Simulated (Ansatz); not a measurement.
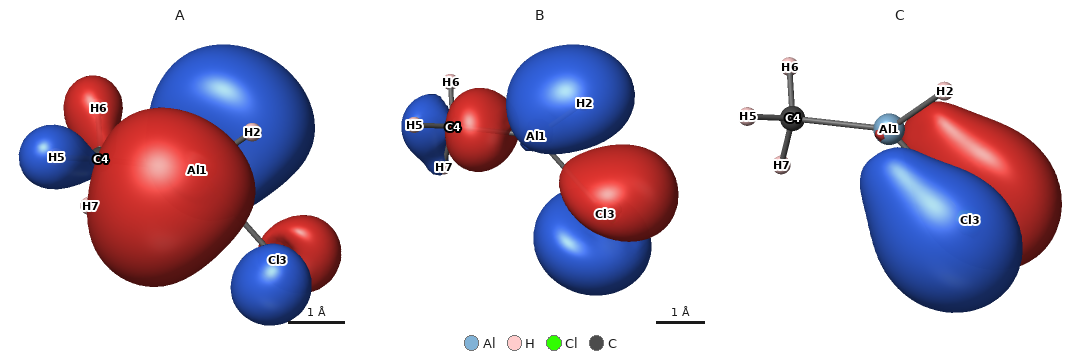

The picture shows: CH4AlCl. Three frontier orbitals at ±0.08 Å⁻³ᐟ² (red and blue are the two phases), in no order.

Not at a stationary point (largest force 1.5 eV/Å).

Method: RKS r2SCAN/6-31G* (Ansatz).

The calculation's input:

```
crystal:
  periodic: [false, false, false]
  atoms:
    - { symbol: Al, position_ang: [0.0, 0.0, 0.0] }
    - { symbol: H, position_ang: [0.8998, 0.0, 1.5126] }
    - { symbol: Cl, position_ang: [2.3982, 0.0, 0.3916] }
    - { symbol: C, position_ang: [-1.706, 0.0, -0.985] }
    - { symbol: H, position_ang: [-2.2662, -0.9305, -0.7558] }
    - { symbol: H, position_ang: [-2.3102, 0.8797, -0.6796] }
    - { symbol: H, position_ang: [-1.5043, 0.0508, -2.0753] }
basis:
  gaussian: { orbitals: "6-31G*" }
hamiltonian:
  xc: r2scan
relax:
  f_tol: 0.15
  max_steps: 25
  restrain:
    - { distance: [1, 2], at: 2.57, k: 30.0 }
    - { distance: [0, 1], at: 1.56, k: 30.0 }
    - { distance: [0, 2], at: 2.23, k: 30.0 }
output:
  orbitals: {}
```

Run with:

```sh
ansatz run input.yaml --threads 1 --pin off --max-ram 2048MiB --backend cpu --events-out ev --progress --plain --runs-dir out
```

The fields are those of the run's last geometry, not of the input's.

Question: Order the three orbitals by energy and name them.

Answer: C is the HOMO−1 (−7.68 eV). By Hirshfeld shares it lies mainly on Cl3 (about 90 %); largely a lone pair of Cl3. B is the HOMO (−6.75 eV). By Hirshfeld shares it lies mainly on Cl3 (about 60 %), H2 (about 20 %), Al1 (about 15 %) and C4 (about 5 %). A is the LUMO (−1.66 eV). It lies mainly on Al1 (about 75 %), Cl3 (about 10 %) and C4 (about 5 %).

Question: What is the HOMO–LUMO gap?

Answer: 5.09 eV between the orbital energies.
